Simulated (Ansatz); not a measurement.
Computed scan of one atom of the cell: SnO2 (rutile)

Starting cell, SnO$_{2}$ (rutile):

```yaml
crystal:
  lattice:
    - [4.82755, 0.00000, 0.00000]
    - [0.00000, 4.82755, 0.00000]
    - [0.00000, 0.00000, 3.23815]
  atoms:
    - { symbol: Sn, position: [0.00000, 0.00000, 0.00000] }
    - { symbol: Sn, position: [0.50000, 0.50000, 0.50000] }
    - { symbol: O, position: [0.30658, 0.30658, 0.00000] }
    - { symbol: O, position: [0.80658, 0.19342, 0.50000] }
    - { symbol: O, position: [0.19342, 0.80658, 0.50000] }
    - { symbol: O, position: [0.69342, 0.69342, 0.00000] }
```

Scan: atom 5 (O, nearest neighbour Sn at 2.089 Å; its periodic images, 3.2 Å or more away, move with it) is displaced along Cartesian x, direction (1.000, 0.000, 0.000) in Cartesian axes, by s. The other atoms stay.

Level of theory: PBE (plane waves to 420 eV, PAW, scalar-relativistic; Ansatz, an electronic-structure program). k mesh 6×6×8 (Γ-centred), Fermi-Dirac smearing 0.05 eV. Energies are smeared free energies. F∥ is the force on the atom along that direction. SnO2 was relaxed with its symmetry unable to fall. The zero of ΔE is the undisplaced structure.

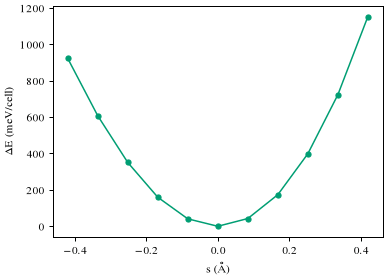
Figure. ΔE (meV/cell) against s (Å); one marker a computed point.

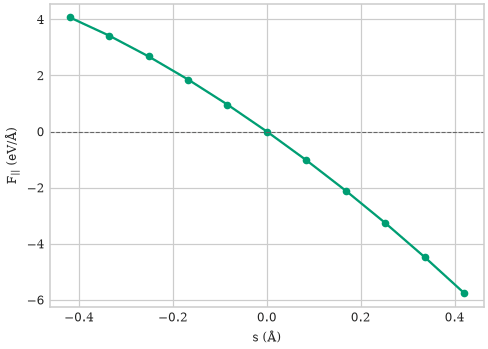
*F∥ (eV/Å) against s (Å); computed points joined by lines.*

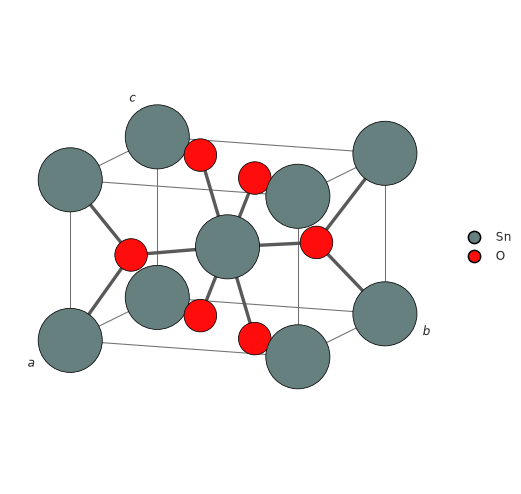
*The cell of the calculation at s = 0.420 Å.*

The force along the line at s = -0.420 Å is 4.07 eV/Å. The force constant k = d²E/ds² at s = 0 (finite differences) is 11.8 eV/Å² and the energy at s = 0.420 Å comes out as 1152 meV/cell. Harmonic estimate at the end of the scan: ½ks² = 1042 meV/cell against the computed 1152 meV/cell, so the well is stiffer than harmonic there. Symmetry of the curve: not even: the positive side lies higher at ±0.420 Å.

The forces along the line at the two nearest points give (0.961 − (-1.023)) / (2·0.084) = 11.81 eV/Å²; the next pair corrects for the finite step.

(For displaced atoms, the force is minus the slope of the energy, and its curvature is a force constant, which sets phonon frequencies.)
